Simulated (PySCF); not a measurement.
**C$_{5}$H$_{4}$F$_{2}$O$_{2}$: a changed input and its effect**

System: C$_{5}$H$_{4}$F$_{2}$O$_{2}$.
Method of run 1: GIAO PBE0/pcSseg-1 NMR shielding, non-relativistic, IEF-PCM acetone (PySCF 2.14.0).

The geometry comes from this level: PBE0-D3(BJ)/def2-SVP. Text and figures count atoms from 1; the logs count them from 0 in places.

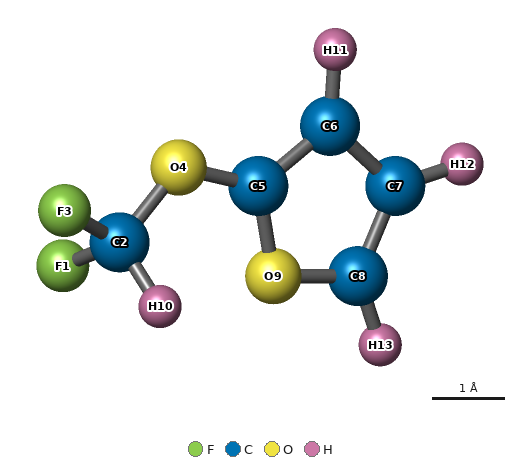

The structure as given in the input (ball-and-stick view, seen at a tilt; atoms are numbered from 1 in the order of the input). Bond lengths as drawn: C–C 1.36 to 1.43 Å, C–F 1.33 to 1.34 Å, C–H 1.09 to 1.10 Å and C–O 1.34 to 1.37 Å.

**The input, run 1**
```
{"job": {"kind": "nmr", "xc": "PBE0", "basis": "pcSseg-1", "solvent": "acetone", "pop": true}, "charge": 0, "multiplicity": 1}
F      2.824548     0.031062    -0.231445
C      2.071348     0.823821     0.540058
F      2.822208     1.267068     1.541935
O      1.053695     0.097593     1.109849
C     -0.045283    -0.160973     0.385238
C     -1.202240    -0.779890     0.744856
C     -2.003754    -0.769892    -0.444908
C     -1.271674    -0.151706    -1.408110
O     -0.062011     0.223599    -0.896867
H      1.699235     1.665102    -0.067243
H     -1.442442    -1.183033     1.724031
H     -3.005866    -1.177192    -0.560857
H     -1.440644     0.090590    -2.452437
```

The first line tells a small driver script what to run in PySCF; the rest is the geometry in Å.

Launched with:
```bash
OMP_NUM_THREADS=1 python <driver script> task.json out
```

Hardware: 1 CPU thread, shared host.

**Output (run 1)**
```
coarse grid: 12256 points
cycle   1  E = -542.1923844066  dE =  1.936e+00  |g| = 9.137e-01  |ddm| = 3.400e+00
cycle   2  E = -542.0871940872  dE =  1.052e-01  |g| = 1.233e+00  |ddm| = 1.092e+00
cycle   3  E = -542.3385552840  dE = -2.514e-01  |g| = 6.878e-02  |ddm| = 6.422e-01
cycle   4  E = -542.3390363508  dE = -4.811e-04  |g| = 4.730e-02  |ddm| = 7.495e-02
cycle   5  E = -542.3394338865  dE = -3.975e-04  |g| = 9.093e-03  |ddm| = 3.404e-02
cycle   6  E = -542.3394484554  dE = -1.457e-05  |g| = 3.259e-03  |ddm| = 8.108e-03
cycle   7  E = -542.3394508157  dE = -2.360e-06  |g| = 3.444e-04  |ddm| = 2.531e-03
final grid: 123152 points
cycle   8  E = -542.4253565234  dE = -3.218e-05  |g| = 1.275e-02  |ddm| = 2.878e-02
cycle   9  E = -542.4253204119  dE =  3.611e-05  |g| = 1.911e-02  |ddm| = 1.691e-02
cycle  10  E = -542.4253848438  dE = -6.443e-05  |g| = 1.569e-03  |ddm| = 1.076e-02
cycle  11  E = -542.4253853685  dE = -5.247e-07  |g| = 2.887e-04  |ddm| = 1.234e-03
cycle  12  E = -542.4253853814  dE = -1.293e-08  |g| = 1.141e-04  |ddm| = 2.436e-04
cycle  13  E = -542.4253853839  dE = -2.501e-09  |g| = 3.214e-05  |ddm| = 8.838e-05
cycle  14  E = -542.4253853841  dE = -1.601e-10  |g| = 1.102e-05  |ddm| = 2.341e-05
converged SCF energy = -542.4253853841

GIAO shielding tensors (ppm)
atom      isotropic    diamagn.    paramagn.     s11        s22        s33       span
  0 F      272.647     472.728    -200.080    189.942    280.505    347.495    157.553
  1 C       66.298     241.151    -174.853     50.502     69.849     78.543     28.042
  2 F      289.177     467.050    -177.874    198.436    316.874    352.220    153.785
  3 O      168.273     399.611    -231.339    128.126    164.101    212.591     84.465
  4 C       26.207     254.427    -228.221    -44.790     51.037     72.372    117.162
  5 C       95.793     251.990    -156.197     40.866     83.882    162.632    121.766
  6 C       65.924     256.415    -190.491    -22.313     61.213    158.871    181.185
  7 C       46.436     250.027    -203.592    -27.675     60.680    106.301    133.976
  8 O       56.370     401.304    -344.934    -56.781      2.252    223.638    280.419
  9 H       24.279      27.755      -3.476     20.720     24.784     27.333      6.613
 10 H       25.337      30.677      -5.341     21.856     25.695     28.459      6.603
 11 H       24.430      29.770      -5.341     22.473     24.546     26.271      3.798
 12 H       24.054      28.962      -4.908     20.762     24.686     26.714      5.952
```

For run 2 the input was changed thus:
```diff
-"solvent": "acetone"
-"pop": true
+"solvent": "dichloromethane"
+"pop": false
```

What does this change do to the results?

The total energy of run 2 is 0.47 kcal/mol higher: the change of the electrostatic solvation energy at this fixed geometry, without cavity or dispersion terms. The dipole moment goes from 2.89 to 2.84 D. Of all shieldings, the largest change is that of F1, by −0.6 ppm. The number of SCF iterations is the same.

**Output (run 2)**
```
coarse grid: 12256 points
cycle   1  E = -542.1912512918  dE =  1.937e+00  |g| = 9.148e-01  |ddm| = 3.401e+00
cycle   2  E = -542.0845574094  dE =  1.067e-01  |g| = 1.237e+00  |ddm| = 1.098e+00
cycle   3  E = -542.3377529690  dE = -2.532e-01  |g| = 7.021e-02  |ddm| = 6.474e-01
cycle   4  E = -542.3382504988  dE = -4.975e-04  |g| = 4.866e-02  |ddm| = 7.762e-02
cycle   5  E = -542.3386751378  dE = -4.246e-04  |g| = 9.196e-03  |ddm| = 3.528e-02
cycle   6  E = -542.3386901466  dE = -1.501e-05  |g| = 3.327e-03  |ddm| = 8.323e-03
cycle   7  E = -542.3386926147  dE = -2.468e-06  |g| = 4.215e-04  |ddm| = 2.621e-03
final grid: 123152 points
cycle   8  E = -542.4246027750  dE = -3.186e-05  |g| = 1.283e-02  |ddm| = 2.872e-02
cycle   9  E = -542.4245653327  dE =  3.744e-05  |g| = 1.933e-02  |ddm| = 1.714e-02
cycle  10  E = -542.4246314314  dE = -6.610e-05  |g| = 1.622e-03  |ddm| = 1.098e-02
cycle  11  E = -542.4246319960  dE = -5.646e-07  |g| = 2.904e-04  |ddm| = 1.281e-03
cycle  12  E = -542.4246320091  dE = -1.310e-08  |g| = 1.154e-04  |ddm| = 2.481e-04
cycle  13  E = -542.4246320117  dE = -2.558e-09  |g| = 3.306e-05  |ddm| = 9.046e-05
cycle  14  E = -542.4246320119  dE = -1.708e-10  |g| = 1.119e-05  |ddm| = 2.426e-05
converged SCF energy = -542.4246320119

GIAO shielding tensors (ppm)
atom      isotropic    diamagn.    paramagn.     s11        s22        s33       span
  0 F      272.026     472.678    -200.652    189.441    279.505    347.131    157.691
  1 C       66.349     241.119    -174.770     50.345     70.022     78.680     28.335
  2 F      288.701     467.006    -178.305    198.069    316.162    351.871    153.802
  3 O      167.938     399.541    -231.603    127.824    163.729    212.263     84.439
  4 C       26.208     254.425    -228.217    -44.716     50.911     72.427    117.143
  5 C       95.745     252.021    -156.276     40.825     83.860    162.549    121.724
  6 C       65.896     256.440    -190.543    -22.339     61.216    158.811    181.150
  7 C       46.631     250.059    -203.428    -27.349     60.929    106.313    133.663
  8 O       56.597     401.310    -344.713    -56.466      2.530    223.727    280.193
  9 H       24.314      27.820      -3.506     20.763     24.823     27.357      6.595
 10 H       25.359      30.693      -5.334     21.883     25.727     28.468      6.585
 11 H       24.458      29.780      -5.323     22.512     24.580     26.280      3.768
 12 H       24.087      29.000      -4.913     20.807     24.719     26.735      5.928
```

**The two runs side by side**

```csv
quantity,run 1,run 2
outcome,converged,converged
total energy (hartree),−542.425385,−542.424632
HOMO (eV),−6.45,−6.45
LUMO (eV),0.34,0.33
dipole moment (D),2.89,2.84
shielding of F1 (ppm),272.6,272.0
shielding of C2 (ppm),66.3,66.3
shielding of F3 (ppm),289.2,288.7
shielding of O4 (ppm),168.3,167.9
shielding of C6 (ppm),95.8,95.7
shielding of C8 (ppm),46.4,46.6
shielding of O9 (ppm),56.4,56.6
SCF iterations,14,14
basis functions,173,173
wall time (shared host),14 s,12 s
```
